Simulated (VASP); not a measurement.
Band structure of KNa$_{3}$Br$_{4}$ (ordered alloy cell). Level of theory: PBEsol GGA, VASP's PBE PAW potentials (set 64) (plane waves; VASP).

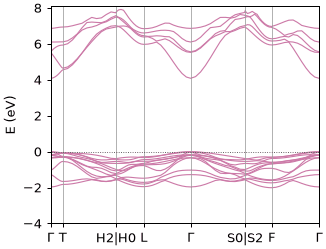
Figure. Bands along high-symmetry lines, zero at the valence-band maximum or, without a gap, the Fermi level

Q: Read the plot: is there a gap, and where are the band edges?

A: The gap is direct, 4.08 eV, from the valence maximum at Γ to the conduction minimum at Γ. (Edges off the drawn lines would not show.)

The structure was generated: KNa3Br4 was put into an ordered model structure (R-3m), which need not be its known phase. It was relaxed first.
